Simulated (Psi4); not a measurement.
# H3O+ (SMILES [OH3+]): CAM-B3LYP/STO-3G (sweep point 1)

What is the vertical ionisation energy of H3O+ at CAM-B3LYP/STO-3G (sweep point 1)? 

Program for the calculation: Psi4 1.11.

**1. Starting point**

H3O+: 4 atoms, total charge +1, spin state singlet. SMILES: `[OH3+]`. Geometry: relaxed at GFN2-xTB.

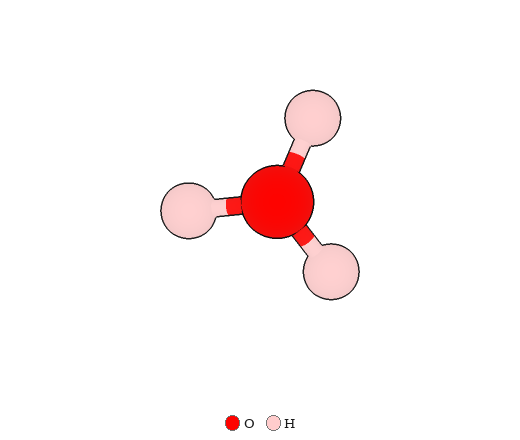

The structure, seen from a chosen angle (oxygen red, hydrogen pink).

**2. A single-point energy at CAM-B3LYP/STO-3G (sweep point 1)**

File job.inp:

```
memory 1.6 GB

molecule mol {
  1 1
  O      0.196050    -0.061020    -0.056900
  H      0.214230     0.919440     0.016470
  H     -0.413410    -0.366620    -0.765680
  H      0.003130    -0.491800     0.806120
  symmetry c1
}

set globals {
  basis                STO-3G
  puream               true
  scf_type             pk
  dft_radial_points    99
  dft_spherical_points 590
}

energy('cam-b3lyp')
print_variables()
```

Launch:

```sh
$ psi4 -i job.inp -o job.out -n 1
```

job.out:

```text
[...]
  Running in c1 symmetry.
[...]
  Nuclear repulsion =   13.886771327638634
[...]
  Multiplicity = 1
[...]
  Nalpha       = 5
  Nbeta        = 5
[...]
    Number of basis functions: 8
[...]
   @RKS iter   1:   -75.63912318267070   -2.41893e-01   1.75895e-02 ADIIS/DIIS
[...]
   @RKS iter   5:   -75.65088624541733   -4.47633e-08   7.98920e-07 DIIS
[...]
    Orbital Energies [Eh]
    ---------------------
    Doubly Occupied:
       1A    -19.535431     2A     -1.528578     3A     -0.985331
       4A     -0.985211     5A     -0.746514
[...]
  @RKS Final Energy:   -75.65088624541733
   => Energetics <=
    Nuclear Repulsion Energy =             13.8867713276386340
    One-Electron Energy =                -126.8735047329904404
    Two-Electron Energy =                  44.1343460478837954
    DFT Exchange-Correlation Energy =      -6.7984988879493233
    Empirical Dispersion Energy =           0.0000000000000000
    VV10 Nonlocal Energy =                  0.0000000000000000
    Total Energy =                        -75.6508862454173254
[...]
 Multipole Moments:
 ------------------------------------------------------------------------------------
     Multipole            Electronic (a.u.)      Nuclear  (a.u.)        Total (a.u.)
 ------------------------------------------------------------------------------------
 L = 1.  Multiply by 2.5417464519 to convert [e a0] to [Debye]
 Dipole X            :         -0.0855383           -0.6180902           -0.7036286
 Dipole Y            :          0.0267242            0.1923788            0.2191030
 Dipole Z            :          0.0247477            0.1793975            0.2041452
 Magnitude           :                                                    0.7647055
[...]
```

It took 2.8 s on 1 thread of Intel Xeon Platinum 8488C (Sapphire Rapids), shared host; peak memory 0.27 GiB.

**3. Doublet [H3O]2+ at the same level**

File job.in:

```
memory 1.6 GB

molecule {
  2 2
  O      0.196050    -0.061020    -0.056900
  H      0.214230     0.919440     0.016470
  H     -0.413410    -0.366620    -0.765680
  H      0.003130    -0.491800     0.806120
  units angstrom
  symmetry c1
}

set basis STO-3G
set reference uks
set puream true
set scf_type pk
set dft_radial_points 99
set dft_spherical_points 590
set maxiter 150

E = energy('cam-b3lyp')
print_variables()
```

Launch:

```sh
$ psi4 -n 1 job.in job.out
```

job.out:

```text
[...]
  Running in c1 symmetry.
[...]
  Nuclear repulsion =   13.886771327638634
[...]
  Multiplicity = 2
[...]
  Nalpha       = 5
  Nbeta        = 4
[...]
    Number of basis functions: 8
[...]
   @UKS iter   1:   -74.62882155524649    7.68408e-01   6.57972e-02 ADIIS/DIIS
[...]
   @UKS iter   7:   -74.77448055683784   -1.76627e-10   1.59257e-07 DIIS
[...]
   @S^2 Observed:                7.517274187E-01
[...]
    Orbital Energies [Eh]
    ---------------------
    Alpha Occupied:
       1A    -20.249887     2A     -2.114394     3A     -1.530416
       4A     -1.530298     5A     -1.432014
    Alpha Virtual:
       6A     -0.494804     7A     -0.390119     8A     -0.389903
    Beta Occupied:
       1A    -20.231045     2A     -2.038155     3A     -1.501875
       4A     -1.501756
[...]
  @UKS Final Energy:   -74.77448055683784
   => Energetics <=
    Nuclear Repulsion Energy =             13.8867713276386340
    One-Electron Energy =                -120.7750573483002370
    Two-Electron Energy =                  38.5675621075648678
    DFT Exchange-Correlation Energy =      -6.4537566437411078
    Empirical Dispersion Energy =           0.0000000000000000
    VV10 Nonlocal Energy =                  0.0000000000000000
    Total Energy =                        -74.7744805568378439
[...]
 Multipole Moments:
 ------------------------------------------------------------------------------------
     Multipole            Electronic (a.u.)      Nuclear  (a.u.)        Total (a.u.)
 ------------------------------------------------------------------------------------
 L = 1.  Multiply by 2.5417464519 to convert [e a0] to [Debye]
 Dipole X            :         -0.0629378           -0.6180902           -0.6810281
 Dipole Y            :          0.0195030            0.1923788            0.2118818
 Dipole Z            :          0.0183365            0.1793975            0.1977340
 Magnitude           :                                                    0.7401296
[...]
```

It took 4.5 s on 1 thread of Intel Xeon Platinum 8488C (Sapphire Rapids), shared host; peak memory 0.27 GiB.

**4. What came out**

Level: CAM-B3LYP/STO-3G (sweep point 1).

| quantity | value |
| --- | --- |
| singlet H3O+: total energy | -75.65089 Eh |
| singlet H3O+: HOMO energy | -20.31 eV |
| singlet H3O+: LUMO energy | -1.83 eV |
| singlet H3O+: HOMO–LUMO gap | 18.48 eV |
| doublet [H3O]2+: total energy | -74.77448 Eh |
| doublet [H3O]2+: HOMO energy (highest over α and β) | -38.97 eV |
| doublet [H3O]2+: LUMO energy (lowest over α and β) | -27.21 eV |
| doublet [H3O]2+: ⟨S²⟩ | 0.752 |
| vertical ionisation energy (to the doublet dication) | 23.848 eV |

**Reading.** The vertical ionisation energy comes to 23.85 eV (2301 kJ/mol). −ε(HOMO) before ionisation, 20.31 eV, is 3.53 eV below this ionisation energy. In a minimal basis such a difference can be off by several eV, whatever the method.
